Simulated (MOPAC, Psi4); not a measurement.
Approach curve of the dimer HF ··· H4OSi (SMILES F and O[SiH3]). Monomers: optimised at B3LYP-D3(BJ) (def2-TZVP), held rigid. Orientation: a random orientation, not optimised. The monomers approach along the line of their centres of mass (distance R); nothing else relaxes.

Geometry at R = 3.41 Å (first 2 atoms: monomer A):
```
8

F      0.4622     0.0000     0.0000
H     -0.4622     0.0000     0.0000
Si    -1.6930     1.4202    -2.7841
O     -0.2232     0.6649    -2.7708
H     -2.5777     0.8765    -3.8445
H     -2.3937     1.2764    -1.4837
H     -1.4117     2.8448    -3.0474
H     -0.1936    -0.2812    -2.6120
```

Computed with: PBE-D3(BJ)/def2-TZVP, counterpoise-corrected (Psi4); MP2/aug-cc-pVTZ = DF-MP2/aug-cc-pVTZ, frozen core, counterpoise-corrected (Psi4); SAPT0/jun-cc-pVDZ, frozen core (Psi4); HF/aug-cc-pVTZ, counterpoise-corrected (Psi4); PM6, restricted, heats of formation (MOPAC).

Interaction energies in kcal/mol (negative: bound); R is the distance of the centres of mass, d the H2···H8 distance.

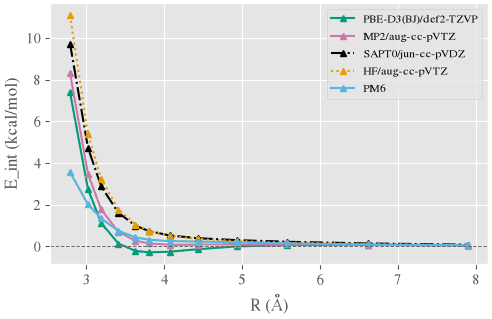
Fig. 1. Interaction energy against separation.

| R / Å | d / Å | PBE-D3(BJ)/def2-TZVP | MP2/aug-cc-pVTZ | SAPT0/jun-cc-pVDZ | HF/aug-cc-pVTZ | PM6 |
|---|---|---|---|---|---|---|
| 2.79 | 2.24 | 7.39 | 8.33 | 9.73 | 11.09 | 3.56 |
| 3.02 | 2.38 | 2.76 | 3.49 | 4.74 | 5.39 | 2.02 |
| 3.19 | 2.49 | 1.13 | 1.77 | 2.88 | 3.24 | 1.34 |
| 3.41 | 2.64 | 0.14 | 0.71 | 1.62 | 1.77 | 0.75 |
| 3.63 | 2.80 | -0.21 | 0.28 | 1.00 | 1.05 | 0.44 |
| 3.80 | 2.93 | -0.28 | 0.14 | 0.74 | 0.76 | 0.32 |
| 4.07 | 3.15 | -0.25 | 0.08 | 0.53 | 0.51 | 0.26 |
| 4.43 | 3.45 | -0.13 | 0.09 | 0.40 | 0.36 | 0.24 |
| 4.93 | 3.88 | 0.00 | 0.11 | 0.30 | 0.26 | 0.20 |
| 5.57 | 4.46 | 0.07 | 0.11 | 0.23 | 0.19 | 0.15 |
| 6.62 | 5.43 | 0.07 | 0.08 | 0.14 | 0.12 | 0.09 |
| 7.90 | 6.65 | 0.05 | 0.05 | 0.09 | 0.07 | 0.06 |

Lowest grid point: PBE-D3(BJ)/def2-TZVP -0.28 kcal/mol at R = 3.80 Å; MP2/aug-cc-pVTZ 0.05 kcal/mol at R = 7.90 Å; SAPT0/jun-cc-pVDZ 0.09 kcal/mol at R = 7.90 Å; HF/aug-cc-pVTZ 0.07 kcal/mol at R = 7.90 Å; PM6 0.06 kcal/mol at R = 7.90 Å.
